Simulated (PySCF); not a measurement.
# [NH4]+ (SMILES [NH4+]): HF/cc-pVQZ

What is the vertical singlet–triplet gap of [NH4]+ at HF/cc-pVQZ? Input form: a Python script.

The calculation is run with PySCF 2.14.0.

## (1) The molecule

[NH4]+ has 5 atoms, charge +1, and is taken as a singlet. SMILES: `[NH4+]`. Geometry: relaxed at PBE0-D4/def2-TZVP.

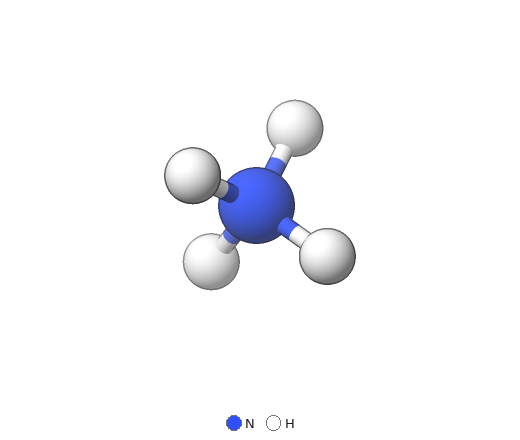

The structure, seen from a chosen angle (nitrogen blue, hydrogen white).

## (2) The energy at HF/cc-pVQZ

The input, input.py:

```python
# [NH4+]
from pyscf import gto, scf

system = gto.M(
    atom='''
N        0.000010       0.000010       0.000000
H        0.453330      -0.447860       0.801010
H       -0.972430       0.216180       0.235210
H        0.023940      -0.633460      -0.803650
H        0.495160       0.865130      -0.232580
''',
    basis='cc-pvqz',
    verbose=3,
    charge=1,
    max_memory=1860,
)

calc0 = scf.RHF(system)
calc0.conv_tol = 1e-10
calc0.kernel()
if not calc0.converged:
    calc0 = calc0.newton().run(calc0.mo_coeff, calc0.mo_occ)

energy = calc0.e_tot
print(f'total energy: {energy:.8f} hartree')
```

On the command line:

```console
$ OMP_NUM_THREADS=1 python input.py
```

Output:

```text
converged SCF energy = -56.5679644237649
total energy: -56.56796442 hartree
```

It took 9.6 s on 1 thread of Arm Neoverse V1, shared host; peak memory 1 GiB.

## (3) The triplet at the same level

The input, run.py:

```python
from pyscf import gto

system = gto.M(
    atom='''
N      0.000010     0.000010     0.000000
H      0.453330    -0.447860     0.801010
H     -0.972430     0.216180     0.235210
H      0.023940    -0.633460    -0.803650
H      0.495160     0.865130    -0.232580
''',
    basis='cc-pvqz',
    spin=2,
    max_memory=1860,
    charge=1,
    verbose=3,
)

hf = system.UHF()
hf.conv_tol = 1e-10
hf.kernel()
if not hf.converged:
    hf = hf.newton().run(hf.mo_coeff, hf.mo_occ)

etot = hf.e_tot
print('E(%s) = %.9f' % ('HF', etot))
```

On the command line:

```console
$ OMP_NUM_THREADS=1 python run.py
```

Output:

```text
WARN: HOMO 0.0510295065243582 >= LUMO -0.604986028474569

WARN: HOMO -0.445358221576136 >= LUMO -0.783420088882949

WARN: HOMO -0.414612094111732 >= LUMO -0.608863326211221

WARN: HOMO -0.413607625374361 >= LUMO -0.580959802151

WARN: HOMO -0.41444279555369 >= LUMO -0.57783157360231

WARN: HOMO -0.415317976955734 >= LUMO -0.575329124876319

WARN: HOMO -0.416091689615548 >= LUMO -0.572835088697076

WARN: HOMO -0.416459617331896 >= LUMO -0.571066295032317

WARN: HOMO -0.416604203445146 >= LUMO -0.570743157106733

WARN: HOMO -0.416313611902417 >= LUMO -0.571079790780644

WARN: HOMO -0.416779167477017 >= LUMO -0.570475048721967

WARN: HOMO -0.41684696877077 >= LUMO -0.568906555559686

WARN: HOMO -0.41673366007916 >= LUMO -0.564660881402055

WARN: HOMO -0.417359141357437 >= LUMO -0.56479426533155

WARN: HOMO -0.41714599733173 >= LUMO -0.568359367612565

WARN: HOMO -0.417489524107545 >= LUMO -0.565497496561953

WARN: HOMO -0.417433632213871 >= LUMO -0.567271126166702

WARN: HOMO -0.417398109782503 >= LUMO -0.56759158960994

WARN: HOMO -0.417416465389728 >= LUMO -0.567387889969879

WARN: HOMO -0.417421550825125 >= LUMO -0.567399975719056

WARN: HOMO -0.417424839528856 >= LUMO -0.567365545061861

WARN: HOMO -0.417425296158591 >= LUMO -0.567356369410632

WARN: HOMO -0.417423769602152 >= LUMO -0.567360442512943

WARN: HOMO -0.417423756424718 >= LUMO -0.567364348900583

WARN: HOMO -0.417423237690784 >= LUMO -0.567353103441661

WARN: HOMO -0.417425753366317 >= LUMO -0.567351361680771

WARN: HOMO -0.417426680892916 >= LUMO -0.567347004611747

WARN: HOMO -0.417426837368893 >= LUMO -0.567347004646173

WARN: HOMO -0.417426806967796 >= LUMO -0.567347028092414

converged SCF energy = -56.0446376927439  <S^2> = 2.0086448  2S+1 = 3.0057577
E(HF) = -56.044637693
```

Wall time 41 s (1 thread of Arm Neoverse V1, shared host); peak memory 1 GiB.

## (4) Results

Level: HF/cc-pVQZ.

| quantity | value |
| --- | --- |
| singlet: total energy | -56.56796 Eh |
| singlet: HOMO energy | -27.19 eV |
| singlet: LUMO energy | -3.44 eV |
| singlet: HOMO–LUMO gap | 23.75 eV |
| triplet: total energy | -56.04464 Eh |
| triplet: HOMO energy (highest over α and β) | -11.36 eV |
| triplet: ⟨S²⟩ | 2.009 |
| vertical energy of the triplet above the singlet | 14.240 eV |

**Reading.** At this shape the triplet lies 14.24 eV (1374 kJ/mol) above the singlet. Mulliken charges (singlet) run from +0.00 on N1 to +0.25 on H2; in a basis this large or diffuse they mean little.
